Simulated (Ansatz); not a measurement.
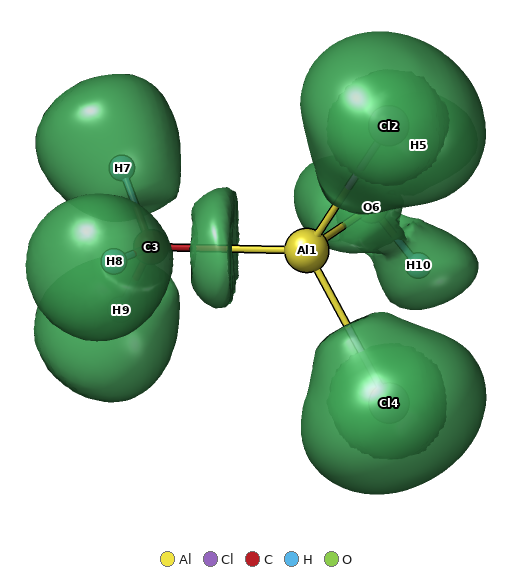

*CH5AlCl2O. Isosurface of the electron localisation function at 0.8 (green), seen at an oblique angle. Core shells and regions of very low density are left out.*

Level of theory: RKS PBE0-D4/def2-SVP in Ansatz 0.2.0.

Input file:

```
crystal:
  periodic: [false, false, false]
  atoms:
    - { symbol: Al, position_ang: [-0.637019, 0.501387, 0.105552] }
    - { symbol: Cl, position_ang: [2.54623, -0.149109, 1.470048] }
    - { symbol: C, position_ang: [-0.119839, -0.101144, -1.6485] }
    - { symbol: Cl, position_ang: [-1.17106, 2.472391, 0.617128] }
    - { symbol: H, position_ang: [1.446887, -0.791102, 1.797165] }
    - { symbol: O, position_ang: [-0.784155, -0.733569, 1.419521] }
    - { symbol: H, position_ang: [0.341362, -1.098256, -1.57461] }
    - { symbol: H, position_ang: [0.590402, 0.582776, -2.138147] }
    - { symbol: H, position_ang: [-1.004602, -0.186797, -2.300844] }
    - { symbol: H, position_ang: [-1.208108, -0.496578, 2.252589] }
basis:
  gaussian: { orbitals: def2-SVP }
hamiltonian:
  xc: pbe0
  dispersion: d4
relax:
  f_tol: 0.03
  max_steps: 50
output:
  orbitals: {}
```

Command:

```sh
ansatz run input.yaml --threads 2 --pin off --max-ram 3072MiB --backend cpu --events-out ev --progress --plain --runs-dir out
```

The fields are those of the relaxed geometry.

Identify the bonds, lone pairs and shells in this picture.

The surface consists of one region between bonded Al–C atoms (shared pairs), three regions around hydrogen nuclei, two regions on Cl in which the atom's valence shell and bonds are merged and one joined region spread over several atoms (H, O), in which their bonds and any lone pairs are merged. Along the contacts the grid gives the following. C–Al (1.93 Å): the ELF peaks at about 0.95 between the atoms (a polar covalent bond). Al–O (1.99 Å): the ELF peaks at about 0.90 in the valence shell of O, 0.7 Å from its nucleus, and is about 0.50 at the midpoint.
